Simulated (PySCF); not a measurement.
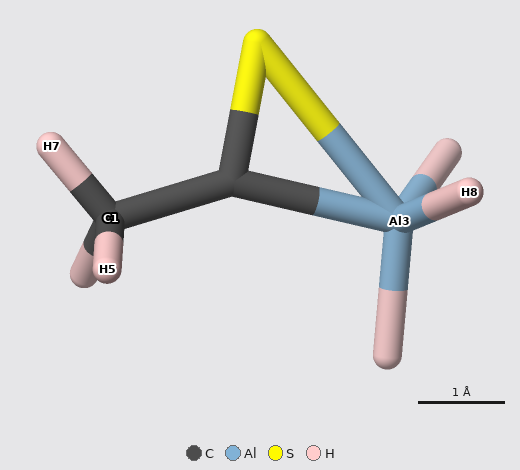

The input geometry (stick view, seen at a tilt; atoms are numbered from 1 in the order of the input). Sticks mark near contacts. Bond lengths as drawn: Al–C 2.06 Å, Al–H 1.60 to 1.62 Å, Al–S 2.68 Å, C–C 1.50 Å, C–H 1.09 Å and C–S 1.65 Å.

**C2H6AlS (charge −1): NMR shielding calculation**

C2H6AlS, charge −1, computed with GIAO PBE0/aug-cc-pVDZ NMR shielding, non-relativistic, gas phase (PySCF 2.14.0).

The geometry comes from this level: GFN2-xTB. It belongs to a series of runs on one base structure; here: PBE0/aug-cc-pVDZ; conv 1e-06. Figures and captions count atoms from 1; the log counts them from 0 in places.

**What the program printed**
```
final grid: 78288 points
cycle   1  E = -720.0442533360  dE =  8.726e-02  |g| = 3.147e-01  |ddm| = 6.566e+00
cycle   2  E = -720.0619844894  dE = -1.773e-02  |g| = 2.841e-01  |ddm| = 2.374e+00
cycle   3  E = -720.0890802267  dE = -2.710e-02  |g| = 5.720e-02  |ddm| = 1.004e+00
cycle   4  E = -720.0895273068  dE = -4.471e-04  |g| = 4.736e-02  |ddm| = 1.888e-01
cycle   5  E = -720.0901893589  dE = -6.621e-04  |g| = 5.643e-03  |ddm| = 9.193e-02
cycle   6  E = -720.0901999036  dE = -1.054e-05  |g| = 2.035e-03  |ddm| = 2.239e-02
cycle   7  E = -720.0902010499  dE = -1.146e-06  |g| = 3.371e-04  |ddm| = 5.539e-03
cycle   8  E = -720.0902010886  dE = -3.862e-08  |g| = 1.214e-04  |ddm| = 1.923e-03
converged SCF energy = -720.0902010886

GIAO shielding tensors (ppm)
atom      isotropic    diamagn.    paramagn.     s11        s22        s33       span
  0 C      142.946     229.135     -86.189    121.810    126.543    180.485     58.674
  1 C     -256.492     236.011    -492.503   -768.735   -213.352    212.611    981.345
  2 Al     537.445     805.379    -267.934    522.208    530.461    559.665     37.456
  3 S     -656.879    1056.804   -1713.683  -2021.611   -470.100    521.073   2542.684
  4 H       27.274      29.676      -2.402     24.719     28.013     29.090      4.371
  5 H       27.278      29.299      -2.022     24.602     28.154     29.076      4.474
  6 H       28.742      34.437      -5.695     27.468     28.801     29.955      2.487
  7 H       27.262      29.229      -1.967     25.346     26.609     29.830      4.484
  8 H       27.231      30.212      -2.982     22.719     27.131     31.842      9.123
  9 H       26.904      28.866      -1.962     23.740     27.510     29.463      5.723
```

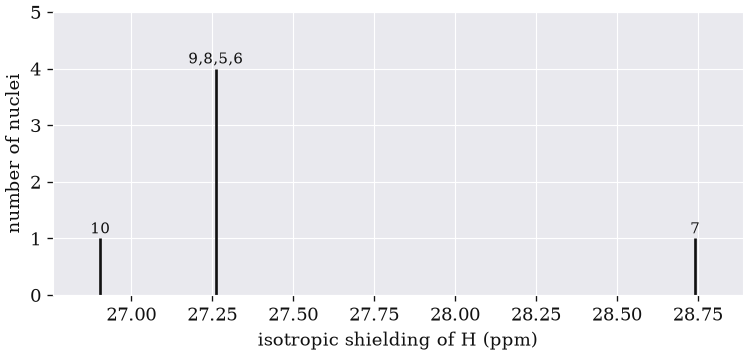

Isotropic shieldings of the hydrogen nuclei in this fixed geometry, labelled by atom number; shielding grows to the right, so chemical shift grows to the left. The least shielded is H10 (26.9 ppm), the most shielded H7 (28.7 ppm).

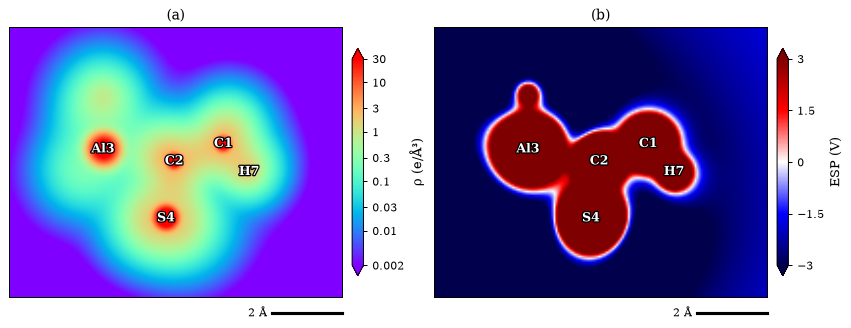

(a) electron density; (b) electrostatic potential on the plane of atoms Al3, C2 and S4. Atoms in the plane: C, Al, S and H. C–C (1.50 Å): ρ at the midpoint is about 1.7 e/Å³. C–H (1.09 Å): ρ at the midpoint is about 1.9 e/Å³.

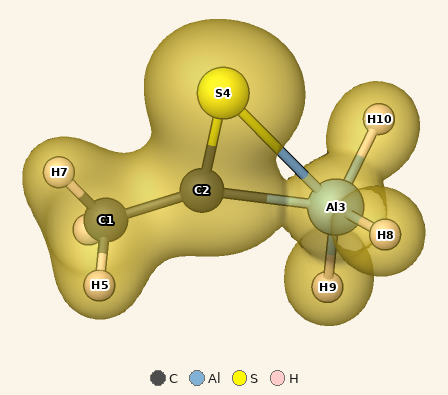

Isosurface of the total electron density at 0.3 e/Å³ (yellow), seen at a tilt. At this value the surface is in one piece. It is pinched off along the Al–S (2.68 Å) contacts. On the grid the lowest density along these lines, outside the cores, is 1.7 e/Å³ (C–C, 1.50 Å), 1.5 e/Å³ (C–S, 1.65 Å), 0.39 e/Å³ (C–Al, 2.06 Å) and 0.2 e/Å³ (Al–S, 2.68 Å).

The run was set up as follows.

**Input file**
```
{"job": {"kind": "nmr", "xc": "PBE0", "basis": "aug-cc-pVDZ", "pop": true, "scf": {"conv": 1e-06}}, "charge": -1, "multiplicity": 1}
C     -1.714608    -0.147624     0.064960
C     -0.284867     0.257673    -0.107637
Al     1.728091    -0.132079     0.102613
S      0.023310     1.630918    -0.966214
H     -1.934859    -0.216130     1.132240
H     -1.843689    -1.148496    -0.352499
H     -2.419913     0.541562    -0.409865
H      2.252310     0.908562     1.206102
H      1.671144    -1.671388     0.589143
H      2.531965    -0.018345    -1.281370
```

The first line tells a small driver script what to run in PySCF; the rest is the geometry in Å.

Command:
```bash
OMP_NUM_THREADS=1 python <driver script> task.json out
```

**Summary**

| quantity | value |
| --- | --- |
| outcome | converged |
| total energy | −720.090201 hartree |
| HOMO | −1.13 eV |
| LUMO | 2.23 eV |
| isotropic shielding, C | −256.5 to 142.9 ppm |
| isotropic shielding, Al | 537.4 ppm |
| isotropic shielding, S | −656.9 ppm |
| isotropic shielding, H | 26.9 to 28.7 ppm |
| hardware | 1 CPU thread, shared host |
| wall time | 17 s |
| peak memory | 0.79 GiB |

**Remarks**

Settings chosen away from the usual ones: PBE0/aug-cc-pVDZ; conv 1e-06.
